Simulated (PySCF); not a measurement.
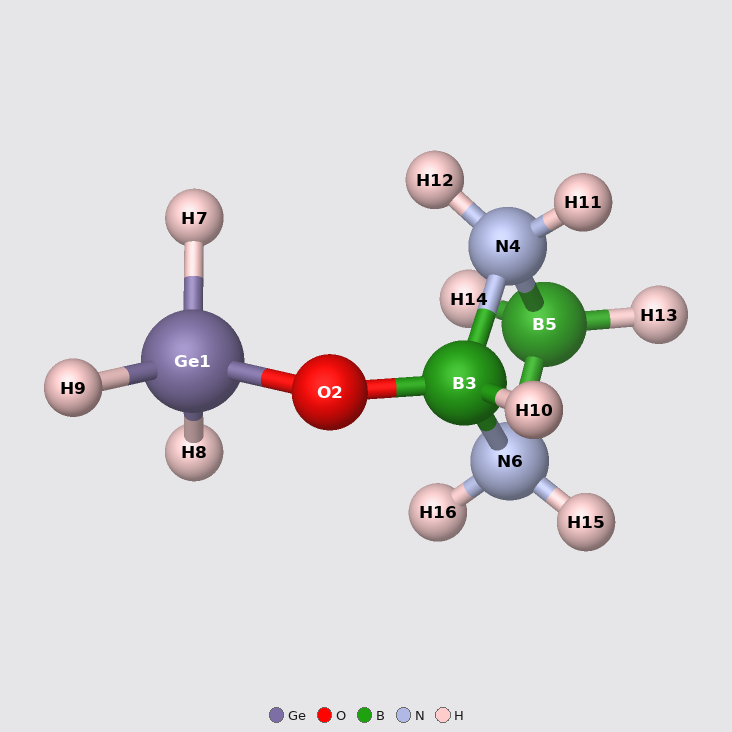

The geometry was computed by an optimisation with PBE0-D3(BJ)/def2-SVP. No frequency run is at hand to confirm it as a minimum. Electric field gradients from the ground-state density, PBE0/pcSseg-1 (PySCF 2.14.0), non-relativistic apart from any core potentials.

Give the largest field-gradient component, the quadrupole coupling constant and the asymmetry for 73Ge at Ge1 (Q = −196 mb), 17O at O2 (Q = −25.6 mb), 11B at B3 (Q = 40.59 mb), 14N at N4 (Q = 20.44 mb), 11B at B5 (Q = 40.59 mb), 14N at N6 (Q = 20.44 mb), 2H at H7 (Q = 2.86 mb), 2H at H8 (Q = 2.86 mb).

| atom | V_zz (a.u.) | e²qQ/h (MHz) | η |
| --- | --- | --- | --- |
| Ge1 | 1.181 | −54.4 | 0.16 |
| O2 | 1.322 | −7.95 | 0.39 |
| B3 | −0.175 | −1.67 | 0.31 |
| N4 | −0.544 | −2.61 | 0.52 |
| B5 | −0.196 | −1.87 | 0.65 |
| N6 | −0.545 | −2.62 | 0.51 |
| H7 | 0.129 | 0.087 | 0.06 |
| H8 | 0.129 | 0.087 | 0.05 |
